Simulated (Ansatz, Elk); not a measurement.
## Bonding as seen by X-rays: Zn2Fe

Structure refinements treat a crystal as free atoms side by side. For a made-up structure of Zn2Fe (cell and positions from a PBE relaxation) the runs below show what the calculated density changes in F(hkl).

Method: DFT, PBE, all-electron APW+lo, Dirac cores, scalar-relativistic bands, static density, ferromagnetic start, in Elk 11.2.3 (patched build).

The structure was built from a prototype and need not be the compound's stable phase.

### Step 1. The structure

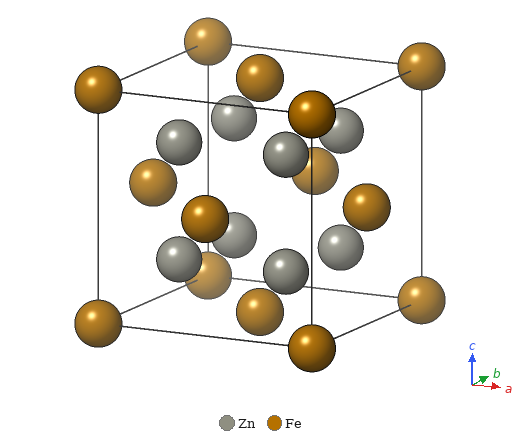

Start, viewed from a free direction; zinc grey, iron orange. This picture shows the conventional cell, with its axes. Some periodic images of atoms are drawn too.

### Step 2. Ground state and structure factors

An all-electron density is needed, since X-rays see the cores too. Task 0 finds the density and task 195 Fourier-transforms it; tshift is off so that phases refer to the origin typed.

The input, elk.in:

```
tasks
  0
  195
  196

xctype
  20

spinpol
  .true.

rgkmax
  7.0

gmaxvr
  14.0

lmaxo
  7

lmaxapw
  8

swidth
  0.002

tshift
  .false.

ramdisk
  .false.

hmaxvr
  5.5

maxscl
  120

epspot
  1e-06

reducebf
  0.8

sppath
  './'

avec
  -0.00000000000 5.48664354513 5.48664354513
  5.48664354513 -0.00000000000 5.48664354513
  5.48664354513 5.48664354513 -0.00000000000

atoms
  2
  'Zn.in'
  2
  0.2500000000 0.2500000000 0.2500000000   0.000000 0.000000 0.000000
  0.7500000000 0.7500000000 0.7500000000   0.000000 0.000000 0.000000
  'Fe.in'
  1
  -0.0000000000 0.0000000000 0.0000000000   0.000000 0.000000 -0.120000

ngridk
  6 6 6
```

The run is started by

```bash
> OMP_NUM_THREADS=4 elk
```

Numbers of over 12 decimals in the logs are rounded to 6 here.

Log:

```text
┌─────────────────────────┐
│ Elk code version 11.2.3 │
└─────────────────────────┘

All units are atomic (Hartree, Bohr, etc.)

┌─────────────────────────────────────────────────┐
│ Ground-state run starting from atomic densities │
└─────────────────────────────────────────────────┘

Lattice vectors :
  -0.000000000       5.486643545       5.486643545
   5.486643545      -0.000000000       5.486643545
   5.486643545       5.486643545      -0.000000000

Reciprocal lattice vectors :
 -0.5725891664      0.5725891664      0.5725891664
  0.5725891664     -0.5725891664      0.5725891664
  0.5725891664      0.5725891664     -0.5725891664

Unit cell volume      :    330.3316857
Brillouin zone volume :   0.7509125651

Muffin-tin inner radius fraction :   0.1000000000E-01

Nuclei treated as point charges

Species : 1 (Zn)
 parameters loaded from : Zn.in
 name : zinc
 nuclear charge    :   -30.00000000
 electronic charge :    30.00000000
 atomic mass :    119233.3130
 muffin-tin radius :    2.350786346
 number of radial points in muffin-tin :    993
 inner part over the whole radius :   0.9904058329E-02
 number on inner part of muffin-tin    :    701
 approximate nuclear radius :   0.7484757725E-04
 number of mesh points to nuclear radius :    338
 atomic positions (lattice), magnetic fields (Cartesian) :
  1 :   0.25000000  0.25000000  0.25000000    0.00000000  0.00000000  0.00000000
  2 :  -0.25000000 -0.25000000 -0.25000000    0.00000000  0.00000000  0.00000000

Species : 2 (Fe)
 parameters loaded from : Fe.in
 name : iron
 nuclear charge    :   -26.00000000
 electronic charge :    26.00000000
 atomic mass :    101799.2075
 muffin-tin radius :    2.350786346
 number of radial points in muffin-tin :    993
 inner part over the whole radius :   0.9956980835E-02
 number on inner part of muffin-tin    :    700
 approximate nuclear radius :   0.7160107270E-04
 number of mesh points to nuclear radius :    332
 atomic positions (lattice), magnetic fields (Cartesian) :
  1 :   0.00000000  0.00000000  0.00000000    0.00000000  0.00000000 -0.12000000

Total number of atoms per unit cell :    3
Total muffin-tin volume :    163.2485538
 ratio of muffin-tin to unit cell volume :   0.4941958669

Spin treatment :
 spin-polarised
 global magnetic field (Cartesian) :    0.000000000       0.000000000       0.000000000
 collinear magnetisation in z-direction

Number of Bravais lattice symmetries :   48
Number of crystal symmetries         :   48
Crystal has inversion symmetry
Real symmetric eigensolver will be used

k-point grid :      6     6     6
k-point offset :    0.000000000       0.000000000       0.000000000
k-point set is reduced with full crystal symmetry group
Total number of k-points :       16

Muffin-tin radius times maximum |G+k| :    7.000000000
 using average radius
Maximum |G+k| for APW functions       :    2.977727011
Maximum (1/2)|G+k|²                   :    4.433429077
Maximum |G| for potential and density :    14.00000000
Constant for pseudocharge density :    8
 order of it for each species :   15  15
 order of it for pair densities of each species (exact exchange by exxq0 0: 16) :   10  10
Radial integration step length :    1

G-vector grid sizes :     35    35    35
Number of G-vectors :    15353

Maximum angular momentum used for
 APW functions            :    8
 outer part of muffin-tin :    7
 inner part of muffin-tin :    2

Total nuclear charge    :   -86.00000000
Total core charge       :    34.00000000
Total valence charge    :    52.00000000
Total excess charge     :    0.000000000
Total electronic charge :    86.00000000

Effective Wigner radius, rₛ :   0.9715259180

Number of empty states         :     36
Total number of valence states :    126
Total number of core states    :     34

Third-order local-orbitals added for an l without core states : T
Total number of local-orbitals :     67

Exchange-correlation functional :     20     0     0
 Perdew-Burke-Ernzerhof, Phys. Rev. Lett. 77, 3865 (1996)
[...]
species : 2 (Fe)
   atom 1                    :    1.666008623
 total in muffin-tins        :    1.585837928
 total moment                :    1.481148503

RMS change in Kohn-Sham potential (target) :    2.971979515     (  0.1000000000E-05)
Absolute change in total energy (target)   :   0.3477870964     (  0.1000000000E-03)

[... loops 3 to 21 left out ...]

┌──────────────────┐
│ Loop number : 22 │
└──────────────────┘

Energies :
 Fermi                       :     0.185518
 sum of occupied eigenvalues :     -2798.5263447070
 electron kinetic            :      4948.1161464881
 core electron kinetic       :      4381.1055174376
 Coulomb                     :     -9613.8427096806
 Coulomb potential           :     -7487.7304634539
 nuclear-nuclear             :     -720.64449712998
 electron-nuclear            :     -10320.871893258
 Hartree                     :      1427.6736807074
 Madelung                    :     -5869.9774779536
 xc potential                :     -258.77936691812
 xc effective B-field        :    -0.132660
 external B-field            :      0.000000
 exchange                    :     -195.15733176611
 correlation                 :     -4.088895
 electron entropic           :    -0.86394993236198E-03
 total energy                :     -4864.9736540457
 (external B-field energy excluded from total)

Density of states at Fermi energy :    63.03463468
 (states/Hartree/unit cell)

Estimated indirect band gap :   0.4778375396E-03
 from k-point 16 to k-point 4
Estimated direct band gap   :   0.3478127789E-02
 at k-point 16

Charges :
 core                        :    34.00000000
 valence                     :    52.00000000
 interstitial                :    3.363044944
 muffin-tins (core leakage)
  species : 1 (Zn)
[...]
species : 2 (Fe)
[...]
total in muffin-tins        :    82.63695506
 total calculated charge     :    85.99963177
 total charge                :    86.00000000
 error                       :   0.3682314866E-03

Moments :
 interstitial                :   0.1643719901E-01
 muffin-tins
  species : 1 (Zn)
[...]
species : 2 (Fe)
[...]
total in muffin-tins        :    2.499217426
 total moment                :    2.515654625

RMS change in Kohn-Sham potential (target) :   0.9665195665E-06 (  0.1000000000E-05)
Absolute change in total energy (target)   :   0.1538636752E-04 (  0.1000000000E-03)

Convergence targets achieved

┌──────────────────┐
│ Loop number : 23 │
└──────────────────┘

Energies :
 Fermi                       :     0.185516
 sum of occupied eigenvalues :     -2798.5263018308
 electron kinetic            :      4948.1161824338
 core electron kinetic       :      4381.1055303520
 Coulomb                     :     -9613.8427042213
 Coulomb potential           :     -7487.7304158225
 nuclear-nuclear             :     -720.64449712998
 electron-nuclear            :     -10320.871937100
 Hartree                     :      1427.6737300086
 Madelung                    :     -5869.9774963101
 xc potential                :     -258.77940855321
 xc effective B-field        :    -0.132652
 external B-field            :      0.000000
 exchange                    :     -195.15732964095
 correlation                 :     -4.088896
 electron entropic           :    -0.86394677329778E-03
 total energy                :     -4864.9736109060
 (external B-field energy excluded from total)

Density of states at Fermi energy :    63.03339818
 (states/Hartree/unit cell)

Estimated indirect band gap :   0.4779643701E-03
 from k-point 16 to k-point 4
Estimated direct band gap   :   0.3479369345E-02
 at k-point 16

Charges :
 core                        :    34.00000000
 valence                     :    52.00000000
 interstitial                :    3.363039983
 muffin-tins (core leakage)
  species : 1 (Zn)
   atom 1                    :    28.87669169     (  0.1079264817E-03)
   atom 2                    :    28.87669169     (  0.1079264817E-03)
  species : 2 (Fe)
   atom 1                    :    24.88357664     ( -0.2246160040E-06)
 total in muffin-tins        :    82.63696002
 total calculated charge     :    85.99963177
 total charge                :    86.00000000
 error                       :   0.3682298210E-03

Moments :
 interstitial                :   0.1647581193E-01
 muffin-tins
  species : 1 (Zn)
   atom 1                    :  -0.2623495940E-01
   atom 2                    :  -0.2623495940E-01
  species : 2 (Fe)
   atom 1                    :    2.551629328
 total in muffin-tins        :    2.499159409
 total moment                :    2.515635221

┌──────────────────────────────┐
│ Self-consistent loop stopped │
└──────────────────────────────┘

Warning : core states of species 1 leak from the muffin-tin :   0.1079264817E-03

Wrote STATE.OUT
```

Wall time 39 s (4 threads of AMD EPYC 9R14 (Zen 4), shared host); peak memory 0.42 GiB; 2.2 min of CPU time.

SFACRHO.OUT:

```text

h k l indices transformed by vhmat matrix:
   1.000000000       0.000000000       0.000000000    
   0.000000000       1.000000000       0.000000000    
   0.000000000       0.000000000       1.000000000    

      h      k      l  multipl.   |H|            Re(F)            Im(F)           |F|

      0      0      0      1   0.0000000       85.999999     -0.50135035E-17   85.999999    
     -1      0      0      8  0.99175353       22.011434      0.71351830E-17   22.011434    
     -1      0     -1      6   1.1451783      -29.267692      0.12459286E-16   29.267692    
      1      0     -1     12   1.6195267       63.486627      0.48612494E-16   63.486627    
     -2     -1     -2     24   1.8990634       17.065440      0.14179745E-16   17.065440    
      0      2      0      8   1.9835071      -24.425246     -0.83206291E-17   24.425246    
     -2      0     -2      6   2.2903567       53.456495     -0.12716615E-17   53.456495    
      0     -2      1     24   2.4958583       14.533391      0.63305071E-18   14.533391    
     -2      1     -1     24   2.5606966      -21.422125      0.47958485E-17   21.422125    
     -3     -2     -3     24   2.8051026       46.704849     -0.13940301E-17   46.704849    
     -3      0      0      8   2.9752606       12.708877      0.15030049E-17   12.708877    
      1     -2     -2     24   2.9752606       12.605210     -0.17127538E-18   12.605210    
     -4     -2     -2     12   3.2390535       41.577826     -0.62620559E-17   41.577826    
      1      2     -2     48   3.3874832       11.327784     -0.50097184E-17   11.327784    
     -3     -3     -4     24   3.4355350      -17.052515     -0.21034115E-17   17.052515    
      3      0      3      6   3.4355350      -17.172520     -0.21343191E-17   17.172520    
     -1     -3     -4     24   3.6213719       37.557078      0.14188832E-17   37.557078    
      0     -4     -1     24   3.7547183       10.355404     -0.19612701E-17   10.355404
```

Elk indexes on the primitive cell of elk.in and gives |H| = 4π sin θ/λ in inverse bohr. Below, one row stands for each form hkl of the conventional cell (m members, Friedel mates merged), F is for one primitive cell and the density is static (no thermal factor). Free-atom factors are Waasmaier and Kirfel's, and R is Σm||F|−|F'||/Σm|F|.

```csv
hkl,m,sin θ/λ (Å⁻¹),"abs F, DFT",neutral atoms,diff.
111,8,0.149,22.011,21.855,+0.156
200,6,0.172,29.268,29.566,-0.298
220,12,0.243,63.487,64.006,-0.519
311,24,0.286,17.065,17.200,-0.134
222,8,0.298,24.425,24.781,-0.356
400,6,0.344,53.456,53.814,-0.358
331,24,0.375,14.533,14.508,+0.025
420,24,0.385,21.422,21.525,-0.103
422,24,0.422,46.705,46.774,-0.069
333,8,0.447,12.709,12.662,+0.047
511,24,0.447,12.605,12.662,-0.057
440,12,0.487,41.578,41.574,+0.004
531,48,0.509,11.328,11.319,+0.009
442,24,0.517,17.052,17.099,-0.047
600,6,0.517,17.172,17.099,+0.073
620,24,0.545,37.557,37.583,-0.026
533,24,0.565,10.355,10.309,+0.046
622,24,0.571,15.541,15.519,+0.022
444,8,0.597,34.536,34.440,+0.096
711,24,0.615,9.490,9.535,-0.045
551,24,0.615,9.577,9.535,+0.043
640,24,0.621,14.219,14.211,+0.008
```

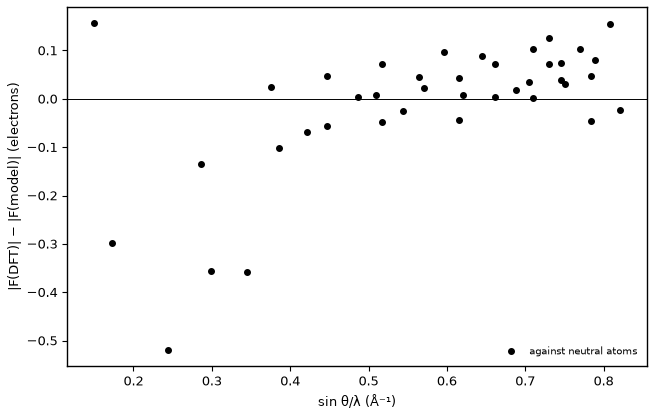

Difference between the calculated structure factors and the independent-atom ones.

### Step 3. The magnetisation density

The same run holds the spin density, and task 196 transforms it. The order is that of the start, and no other was tried.

SFACMAG_1.OUT:

```text

h k l indices transformed by vhmat matrix:
   1.000000000       0.000000000       0.000000000    
   0.000000000       1.000000000       0.000000000    
   0.000000000       0.000000000       1.000000000    

      h      k      l  multipl.   |H|            Re(F)            Im(F)           |F|

      0      0      0      1   0.0000000       2.5156353      0.12483782E-17   2.5156353    
     -1      0      0      8  0.99175353       2.1057076      0.19072857E-17   2.1057076    
     -1      0     -1      6   1.1451783       1.9569163      0.14232552E-17   1.9569163    
      1      0     -1     12   1.6195267       1.4986829      0.11554587E-17   1.4986829    
     -2     -1     -2     24   1.8990634       1.2215759     -0.16943988E-17   1.2215759    
      0      2      0      8   1.9835071       1.0433515     -0.15418050E-17   1.0433515    
     -2      0     -2      6   2.2903567       1.0229518     -0.13450457E-17   1.0229518    
      0     -2      1     24   2.4958583      0.74725473      0.54186992E-18  0.74725473    
     -2      1     -1     24   2.5606966      0.72834587     -0.34981770E-18  0.72834587    
     -3     -2     -3     24   2.8051026      0.61380730      0.10614947E-17  0.61380730    
     -3      0      0      8   2.9752606      0.46977780     -0.63086976E-17  0.46977780    
      1     -2     -2     24   2.9752606      0.59049266     -0.29476705E-17  0.59049266    
     -4     -2     -2     12   3.2390535      0.41024072     -0.20757874E-17  0.41024072    
      1      2     -2     48   3.3874832      0.36065117      0.16384948E-17  0.36065117    
     -3     -3     -4     24   3.4355350      0.28361499      0.96175023E-18  0.28361499    
      3      0      3      6   3.4355350      0.43975846      0.14424848E-17  0.43975846
```

The total moment is 2.52 μB a cell; sphere moments: Zn1 -0.03, Zn2 -0.03, Fe3 +2.55 μB. Polarised neutrons measure spin and orbital magnetisation together; without spin-orbit coupling the run gives the spin part. With nearly all of the moment on one atom, abs F_M/F_M(0) is close to a form factor, set here beside ⟨j0⟩ of the free Fe2+ ion, taken for comparison since the valence isn't defined:

```csv
hkl,sin θ/λ (Å⁻¹),abs F_M (μB),F_M/F_M(0),⟨j0⟩
111,0.149,2.106,0.837,0.804
200,0.172,1.957,0.778,0.750
220,0.243,1.499,0.596,0.578
311,0.286,1.222,0.486,0.482
222,0.298,1.043,0.415,0.454
400,0.344,1.023,0.407,0.363
331,0.375,0.747,0.297,0.309
420,0.385,0.728,0.290,0.293
422,0.422,0.614,0.244,0.238
333,0.447,0.470,0.187,0.205
511,0.447,0.591,0.235,0.205
440,0.487,0.410,0.163,0.161
531,0.509,0.361,0.143,0.139
442,0.517,0.284,0.113,0.132
```

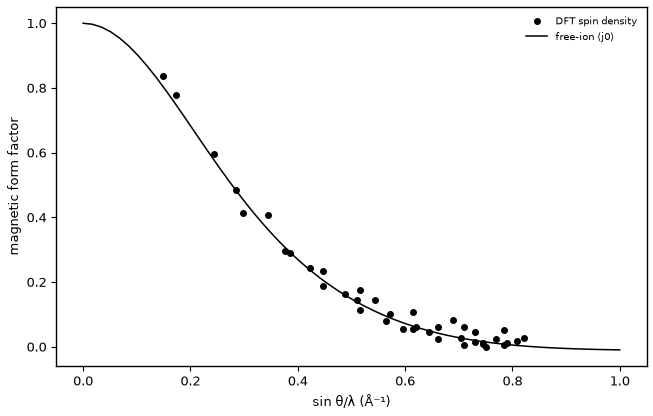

Magnetic form factor from the spin density.

### Step 4. The highest occupied states alone

An energy window below the Fermi level keeps the highest occupied states, to see at which angles they scatter; shallow core shells can lie inside it and anion s states outside. No new self-consistency is needed.

Changes to elk.in since step 2:

```diff
@@ -1,5 +1,3 @@
 tasks
-  0
   195
-  196
 
@@ -44,2 +42,5 @@
 
+wsfac
+  -0.181980 0.485520
+
 sppath
```

The run is started by

```bash
> OMP_NUM_THREADS=4 elk
```

Log:

```text
┌─────────────────────────────────┐
│ Elk code version 11.2.3 started │
└─────────────────────────────────┘

Info(readinput): the functional depends on the density's gradient
 muffin-tin radial points multiplied by    2.00000
 (not where nrmtscf is given)

┌────────────────────┐
│ Current task : 195 │
└────────────────────┘
Info(checkmt): changed muffin-tin radius of species 1 (Zn) from   2.4000 to   2.3508
Info(checkmt): changed muffin-tin radius of species 2 (Fe) from   2.4000 to   2.3508

Info(sfacrho): density structure factors written to SFACRHO.OUT

 Energy window :  -0.1819800000      0.4855200000

┌──────────────────┐
│ Elk code stopped │
└──────────────────┘
```

Run time: 2.8 s. Hardware: 4 threads; peak memory 0.18 GiB.

States within 10 eV below the Fermi level hold 32.00 electrons; any levels below the window count with the cores. Their amplitudes can exceed the total, where window and core parts have opposite phase:

```csv
hkl,sin θ/λ (Å⁻¹),"abs F, window","abs F, all"
111,0.149,5.144,22.011
200,0.172,11.883,29.268
220,0.243,16.156,63.487
311,0.286,2.589,17.065
222,0.298,8.258,24.425
400,0.344,11.199,53.456
331,0.375,1.785,14.533
420,0.385,6.385,21.422
422,0.422,8.383,46.705
333,0.447,1.244,12.709
```

(Part 1 of 2 ends here.)

[Logs are printed without paths, hosts, clocks, repeated set-up lines and the standing remarks that a program may print on its own settings, such as how far it seeks lower states.]

[Hosts, paths, dates, database ids (printed as entryN), source tags and the programs' standing remarks are cut or masked in the printed files.]
